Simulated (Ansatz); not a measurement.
# A computed series for Sc: response to strain

Start from Sc in the hcp (Mg type) structure (space group P6_3/mmc, No. 194; a = 3.275 Å, c = 5.105 Å; relaxed with 0.1 eV smearing).

Strains are applied to the cell and any free atomic positions relax.

Method: PBEsol/PAW in Ansatz (a first-principles code), without spin-orbit coupling.

Notes on the quantities. energy relative to the base: free energy F.

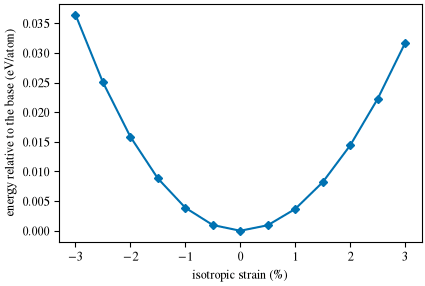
Energy relative to the base against isotropic strain

| isotropic strain (%) | energy relative to the base |
|---|---|
| -3 | +36 meV/atom |
| -2.5 | +25 meV/atom |
| -2 | +16 meV/atom |
| -1.5 | +8.8 meV/atom |
| -1 | +3.9 meV/atom |
| -0.5 | +1.0 meV/atom |
| 0.5 | +0.9 meV/atom |
| 1 | +3.7 meV/atom |
| 1.5 | +8.2 meV/atom |
| 2 | +14 meV/atom |
| 2.5 | +22 meV/atom |
| 3 | +32 meV/atom |

Stability against distortions was not tested. The final runs are not spin-polarised.
